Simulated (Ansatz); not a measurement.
**One shape, several levels: AlH3 (SMILES [H][Al]([H])[H])**

Aim: a comparison of 6 runs (HF/6-31G*, wB97M-V/6-31G*, UMP2/3-21G, MP2/6-31G*, CCSD/6-31G*, UCCSD(T)/3-21G) of AlH3. 

Program for the calculation: Ansatz 0.2.0.

61 further runs of the same task are left out: 2 that didn't finish, 59 set aside as unsound or not needed.

### Step 1. The system as given

The species is AlH3 (4 atoms), meant as a singlet with charge 0. SMILES: `[H][Al]([H])[H]`. The H2–Al1 distance was set to 2.330 Å, away from the relaxed value. At this shape a bond of the SMILES string is far longer than usual.

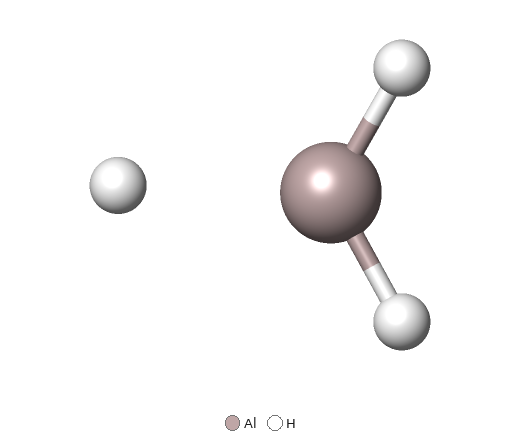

The structure, seen from a chosen angle (aluminium light grey, hydrogen white).

### Step 2. The energy at HF/6-31G(d) (spherical functions) (run 1)

File in.yaml:

```yaml
crystal:
  periodic: [false, false, false]
  atoms:
    - {symbol: Al, position_ang: [-0.776298, 0.015229, -0.007275]}
    - {symbol: H, position_ang: [1.552650, -0.030520, 0.014610]}
    - {symbol: H, position_ang: [-1.526098, 1.375089, -0.026415]}
    - {symbol: H, position_ang: [-1.579118, -1.314051, -0.002815]}
basis:
  gaussian:
    orbitals: 6-31G_st_-spherical.json
hamiltonian:
  xc: hf
accuracy: high
```

The basis set 6-31G* is read from a file made from the Basis Set Exchange's data (not shown).

On the command line:

```sh
$ ansatz run in.yaml --threads 1 --pin off --max-ram 2610MiB --events-out events.jsonl --progress --plain --runs-dir runs
```

The log of the run:

```text
Warning: RAYON_NUM_THREADS=1 ignored (pool sized by the plan → 1); use --threads N
Functional definition: HF
  name "HF"
  exchange = exact_x
  correlation = 0
452 factors; integrals over basis functions are off by at most 4.3e-9 eV
mean field evaluation 1: about -6626.7955 eV, gradient 8.6e0 eV
mean field evaluation 2: about -6626.7985 eV, gradient 8.6e0 eV
mean field evaluation 4: about -6627.2989 eV, gradient 3.9e-1 eV
mean field evaluation 8: about -6627.2999 eV, gradient 3.5e-5 eV
mean field -6627.29990765 eV, -243.5487794608 hartree, gradient 2.2e-8 eV, S^2 0.000000; 0 other end points of the search recorded, 0 dependent functions left out
reference -6627.29990765 eV, -243.5487794608 hartree; 8, 8 occupied and 16, 16 virtual orbitals, 452 factors
Total energy: -6627.29990765 eV, -243.5487794608 hartree
```

It took 0.12 s on 1 thread of Arm Neoverse V2, shared host.

### Step 3. The energy at wB97M-V/6-31G(d) (spherical functions) (run 2)

in.yaml: that of step 2 with these lines changed.

```diff
@@ -11,3 +11,3 @@
 hamiltonian:
-  xc: hf
+  xc: {name: wB97M-V}
 accuracy: high
```

The basis set 6-31G* is read from a file made from the Basis Set Exchange's data (not shown).

On the command line:

```sh
$ ansatz run in.yaml --threads 1 --pin off --max-ram 2610MiB --events-out events.jsonl --progress --plain --runs-dir runs
```

The log of the run (excerpt; [...] marks lines left out):

```text
Warning: RAYON_NUM_THREADS=1 ignored (pool sized by the plan → 1); use --threads N
Functional definition: wB97M-V
  name "wB97M-V"
[...]
  gx(w, u) = 1 - cx + cx01*u + cx10*w
  gss(w, u) = css00 + css04*u^4 + css10*w + css20*w^2 + css43*w^4*u^3
  gos(w, u) = cos00 + cos10*w + (cos20 + cos21*u)*w^2 + (cos60 + cos61*u)*w^6
[...]
      + integral(e_c_pw_mod_opposite_spin*gos(b97_w_opposite, b97_u_opposite)) + vv10(b, c)
452 factors; integrals over basis functions are off by at most 4.3e-9 eV
198 factors; integrals over basis functions are off by at most 2.4e-9 eV
[...]
mean field -6641.79844394 eV, -244.0815908421 hartree, gradient 8.4e-8 eV, S^2 0.000000; 0 other end points of the search recorded, 0 dependent functions left out
reference -6641.79844891 eV, -244.0815910249 hartree; 8, 8 occupied and 16, 16 virtual orbitals, 452 factors
Total energy: -6641.79844891 eV, -244.0815910249 hartree
```

Run time: 8.7 s. Hardware: 1 thread of Arm Neoverse V2, shared host; peak memory 0.23 GiB.

Runs 3 to 5 aren't shown in full; the table further down has their settings and results.

### Step 4. The energy at UCCSD(T)/3-21G (run 6)

File input.yaml:

```yaml
basis:
  gaussian: {orbitals: 3-21G.json}
crystal:
  periodic: [false, false, false]
  atoms:
    - symbol: Al
      position_ang: [-0.776298, 0.015229, -0.007275]
    - symbol: H
      position_ang: [1.552650, -0.030520, 0.014610]
    - symbol: H
      position_ang: [-1.526098, 1.375089, -0.026415]
    - symbol: H
      position_ang: [-1.579118, -1.314051, -0.002815]
magnetization: {spin_polarized: true}
correlation: {method: ccsd_t, frozen_orbitals: {Al: 5, H: 0}}
accuracy: high
scf: {omitted_lower_state_checks: [cluster_reference, increment]}
```

The basis set 3-21G is read from a file made from the Basis Set Exchange's data (not shown).

On the command line:

```sh
$ ansatz run input.yaml --threads 1 --pin off --max-ram 2610MiB --events-out events.jsonl --progress --plain --runs-dir runs
```

The log of the run (excerpt; [...] marks lines left out):

```text
Warning: RAYON_NUM_THREADS=1 ignored (pool sized by the plan → 1); use --threads N
[... 2 set-up lines as earlier in the session ...]
[...]
369 factors; integrals over basis functions are off by at most 2.5e-9 eV
[...]
mean field -6591.16884210 eV, -242.2209872924 hartree, gradient 7.9e-9 eV, S^2 0.104678; 3 other end points of the search recorded, 0 dependent functions left out
5 core orbitals not correlated: weight in the atoms' cores, before any rotation towards them, 1.000 or more for the frozen orbitals, at most 0.000 for the correlated occupied ones
reference -6591.16884210 eV, -242.2209872924 hartree; 3, 3 occupied and 11, 11 virtual orbitals, 369 factors
second order -1.20397690 eV of doubles, -0.00000000 eV of singles
cycle   1  -1.57006148 eV  change   -3.7e-1 eV  update   7.0e-2
[...]
cycle  23  -1.94447905 eV  change   9.5e-11 eV  update  4.3e-10
perturbative correction -0.02954171 eV, -0.0010856380 hartree
Total energy: -6593.14286286 eV, -242.2935312173 hartree
Checks for a lower state left out: cluster_reference, increment
```

Run time: 0.2 s. Hardware: 1 thread of Arm Neoverse V2, shared host.

### Step 5. The series

| run | level | frozen core orbitals | energy (Eh) | wall time |
| --- | --- | --- | --- | --- |
| 1 | HF/6-31G* (spherical functions) | – | -243.548779 | 0.12 s |
| 2 | wB97M-V/6-31G* (spherical functions) | – | -244.081591 | 8.7 s |
| 3 | UMP2/3-21G | 5 | -242.265233 | 0.12 s |
| 4 | MP2/6-31G* (spherical functions) | 5 | -243.605854 | 0.14 s |
| 5 | CCSD/6-31G* (spherical functions) | 5 | -243.631312 | 0.18 s |
| 6 | UCCSD(T)/3-21G | 5 | -242.293531 | 0.2 s |

### Step 6. Outcome

| quantity | value |
| --- | --- |
| run 6: total energy | -242.29353 Eh |
| run 6: correlation energy (5 core orbitals frozen) | -72.5 mEh |
| run 6: (T) correction | -1.09 mEh |
| run 6: ⟨S²⟩ of the reference determinant | 0.105 |
| run 6: T1 diagnostic | 0.053 |

**Reading.** Below the HF energy at the same shape and in the same basis (6-31G*): MP2 -57.1 mEh; CCSD -82.5 mEh. In runs 4, 5 the log says that unrestricted orbitals would lower the reference, so the values rest on an unstable closed-shell determinant (other closed-shell runs at this shape may share the fault). Spin contamination of the reference: run 3 ⟨S²⟩ = 0.10, run 6 ⟨S²⟩ = 0.10. All runs together took 9.5 s, the longest 8.7 s.
